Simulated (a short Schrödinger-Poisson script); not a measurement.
Structure: MOS inversion layer, SiO2 on p-type Si(100), at 300 K.

```csv
layer,material,thickness (nm),Na (cm⁻³)
1,SiO2,3.8,-
2,Si,270,2.5e18
```

Constants are typed, rounded textbook-type inputs, not results; the design itself was drawn at random and stands for no fabricated device. SiO2: permittivity 3.9, conduction-band edge (eV) 3.15, gap (eV) 9, electron mass (mₑ) 0.5. Si: permittivity 11.7, conduction-band edge (eV) 0, gap (eV) 1.124, Nv at 300 K (cm⁻³) 3.1e19.

Channel valleys (confinement mass, in-plane density-of-states mass, number): Δ2 0.916, 0.19, 2; Δ4 0.19, 0.417, 4. At the gate the conduction-band edge of layer 1 lies 3.45 eV − eVg above the Fermi level of the channel; the field vanishes at the back. Gaps are held at their typed values at every temperature. Mesh 0.03 nm at interfaces.

From a short Schrödinger-Poisson script (our own, NumPy): 1D Poisson equation in equilibrium, electrons quantum, Hartree (BenDaniel-Duke, 12 states a valley, the channel's in-plane mass for all, wave functions free to enter the dielectric), parabolic valleys, classical holes, full ionisation, no traps, pinning or gate leakage.

Only gate voltages with over 1e8 electrons/cm² are shown.

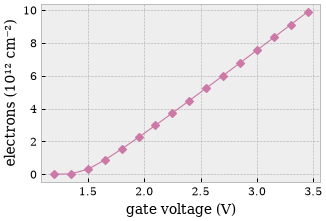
Figure. Sheet density against gate voltage

| Vg (V) | electrons (cm⁻²) | C (μF/cm²) | Δ2 E0 (meV) | Δ2 E1 (meV) | Δ4 E0 (meV) | Δ4 E1 (meV) |
|---|---|---|---|---|---|---|
| 1.2 | 7.93e8 | 0.310 | 226.5 | 337.2 | 304.2 | 484.5 |
| 1.35 | 2.71e10 | 0.359 | 134.7 | 249.6 | 214.9 | 402.6 |
| 1.5 | 3.03e11 | 0.613 | 71.3 | 189.6 | 153.6 | 346.4 |
| 1.65 | 8.70e11 | 0.731 | 42.4 | 163.5 | 126.4 | 322.1 |
| 1.8 | 1.54e12 | 0.773 | 25.8 | 149.3 | 111.4 | 309.2 |
| 1.95 | 2.25e12 | 0.793 | 14.1 | 139.9 | 101.2 | 300.7 |
| 2.1 | 2.99e12 | 0.805 | 4.8 | 132.9 | 93.4 | 294.5 |
| 2.25 | 3.73e12 | 0.812 | -3.0 | 127.3 | 87.0 | 289.6 |
| 2.4 | 4.49e12 | 0.818 | -9.8 | 122.6 | 81.5 | 285.6 |
| 2.55 | 5.25e12 | 0.823 | -15.9 | 118.7 | 76.7 | 282.2 |
| 2.7 | 6.01e12 | 0.826 | -21.6 | 115.2 | 72.4 | 279.2 |
| 2.85 | 6.79e12 | 0.829 | -26.8 | 112.1 | 68.5 | 276.7 |
| 3 | 7.56e12 | 0.832 | -31.7 | 109.3 | 64.9 | 274.4 |
| 3.15 | 8.34e12 | 0.834 | -36.4 | 106.7 | 61.5 | 272.3 |
| 3.3 | 9.12e12 | 0.836 | -40.8 | 104.4 | 58.3 | - |
| 3.45 | 9.90e12 | 0.837 | -45.0 | - | - | - |

Subbands count from the Fermi level; a dash marks a level above the dielectric's band edge.
